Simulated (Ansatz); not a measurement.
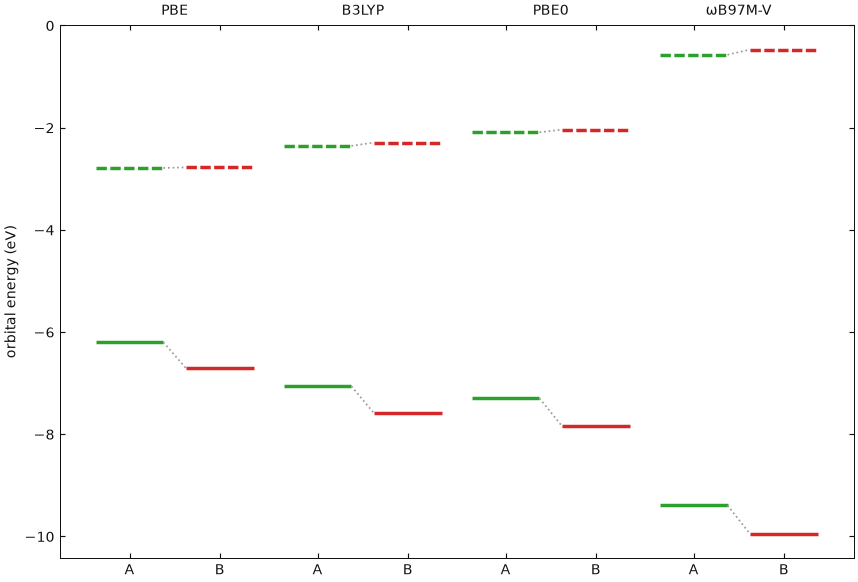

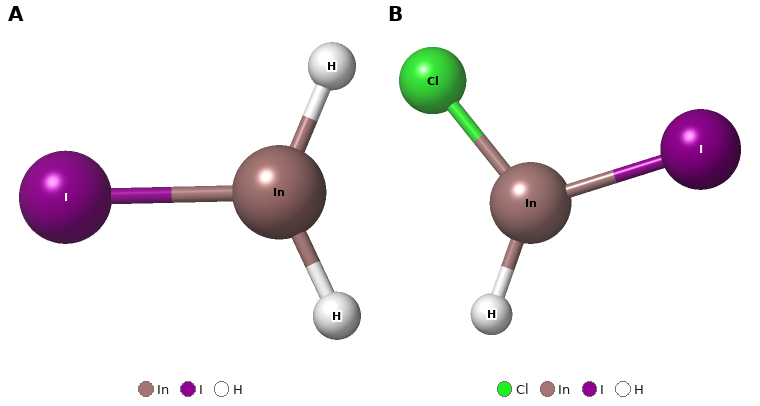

One change: A, InH₂I (SMILES [InH2][I]), becomes B, InHICl (SMILES [Cl][InH][I]). H on In is replaced by Cl. HOMO (solid) and LUMO (dashed) computed in def2-TZVPP at PBE0-D4/def2-TZVP geometries, both minima by their frequencies, gas phase, the Ansatz code.

Q: What does the change do to HOMO and LUMO?

A: PBE: the HOMO falls by 0.51 eV, the LUMO hardly moves, and the separation goes from 3.41 to 3.93 eV. B3LYP: the HOMO falls by 0.53 eV, the LUMO rises by 0.07 eV, and the separation goes from 4.70 to 5.30 eV. PBE0: the HOMO falls by 0.54 eV, the LUMO rises by 0.05 eV, and the separation goes from 5.21 to 5.80 eV. ωB97M-V: the HOMO falls by 0.56 eV, the LUMO rises by 0.10 eV, and the separation goes from 8.82 to 9.48 eV.

Q: Do the functionals agree on the effect?

A: They agree on the direction for both levels; the HOMO shift lies between −0.56 and −0.51 eV and the LUMO shift between 0.01 and 0.10 eV, while the separations themselves differ by up to 5.6 eV between functionals.

Caveats: core potentials past krypton; spin-orbit coupling is left out, and with In and I it can shift these values.
